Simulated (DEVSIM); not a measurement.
Structure: GaP n-p junction from an implanted or diffused profile, at 400 K.

```
layer (left to right)  material  thickness (μm)  Na (cm⁻³)  τn (s)  τp (s)
---------------------  --------  --------------  ---------  ------  ------
1                           GaP            4.80       6e16  2.2e-5  2.2e-6
```

Added donor profile: 5.1e18 cm⁻³ × exp(−(x − 0 μm)²/(2·(0.056 μm)²)). Left contact: ohmic. Right contact: ohmic. Voltage is applied to the left contact. Recombination: SRH at mid-gap, radiative, Auger. Mobility is μmin + (μ − μmin)/(1 + (N/Nref)^α).

The device is made up for the run: typed textbook-type constants, with dimensions and the other settings drawn at random. Values at 300 K; Nc and Nv go as T^1.5, mobilities as T to minus their exponent, the gap by Varshni's rule with the affinity fixed.

| parameter | GaP |
|---|---|
| gap (eV) | 2.26 |
| affinity (eV) | 3.8 |
| permittivity | 11.1 |
| Nc (cm⁻³) | 1.8e19 |
| Nv (cm⁻³) | 1.9e19 |
| μn (cm²/Vs) | 250 |
| μp (cm²/Vs) | 150 |
| μn,min | 10 |
| μp,min | 10 |
| Nref,n | 4.4e18 |
| Nref,p | 1e18 |
| αn | 0.8 |
| αp | 0.85 |
| T exponent of μn | 1.6 |
| T exponent of μp | 1.98 |
| B (cm³/s) | 1e-13 |
| Cn (cm⁶/s) | 1e-30 |
| Cp (cm⁶/s) | 1e-30 |
| Varshni α (eV/K) | 0.00058 |
| Varshni β (K) | 372 |

Simulated with DEVSIM: 1D drift-diffusion, Boltzmann statistics, complete ionisation; no tunnelling, impact ionisation, image-force lowering or self-heating.

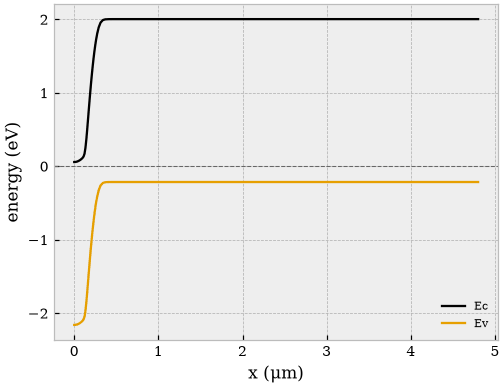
Fig. 1. Band edges at zero bias

Energies count from the Fermi level of the right contact; mesh points crowd at the junctions.

| x (μm) | Ec (eV) | Ev (eV) | n (cm⁻³) | p (cm⁻³) | field (V/cm) |
|---|---|---|---|---|---|
| 0.000 | 0.059 | -2.159 | 5.0e18 | < 1e2 | 230 |
| 0.01547 | 0.060 | -2.157 | 4.8e18 | < 1e2 | 1700 |
| 0.03609 | 0.066 | -2.151 | 4.1e18 | < 1e2 | 4000 |
| 0.06002 | 0.079 | -2.139 | 2.8e18 | < 1e2 | 6800 |
| 0.09968 | 0.116 | -2.102 | 9.6e17 | < 1e2 | 13000 |
| 0.1333 | 0.251 | -1.966 | 1.9e16 | < 1e2 | 93000 |
| 0.1646 | 0.651 | -1.566 | 1.7e11 | < 1e2 | 140000 |
| 0.2061 | 1.212 | -1.006 | 15000 | 6200000 | 120000 |
| 0.2397 | 1.564 | -0.653 | < 1e2 | 1.7e11 | 89000 |
| 0.2731 | 1.807 | -0.410 | < 1e2 | 2.0e14 | 56000 |
| 0.3400 | 1.991 | -0.226 | < 1e2 | 4.1e16 | 6600 |
| 0.5231 | 2.004 | -0.213 | < 1e2 | 6.0e16 | ≈ 0 |
| 0.8014 | 2.004 | -0.213 | < 1e2 | 6.0e16 | ≈ 0 |
| 1.322 | 2.004 | -0.213 | < 1e2 | 6.0e16 | ≈ 0 |
| 2.762 | 2.004 | -0.213 | < 1e2 | 6.0e16 | ≈ 0 |
| 3.653 | 2.004 | -0.213 | < 1e2 | 6.0e16 | ≈ 0 |
| 4.159 | 2.004 | -0.213 | < 1e2 | 6.0e16 | ≈ 0 |
| 4.461 | 2.004 | -0.213 | < 1e2 | 6.0e16 | ≈ 0 |
| 4.656 | 2.004 | -0.213 | < 1e2 | 6.0e16 | ≈ 0 |
| 4.729 | 2.004 | -0.213 | < 1e2 | 6.0e16 | ≈ 0 |
| 4.772 | 2.004 | -0.213 | < 1e2 | 6.0e16 | ≈ 0 |
| 4.800 | 2.004 | -0.213 | < 1e2 | 6.0e16 | ≈ 0 |
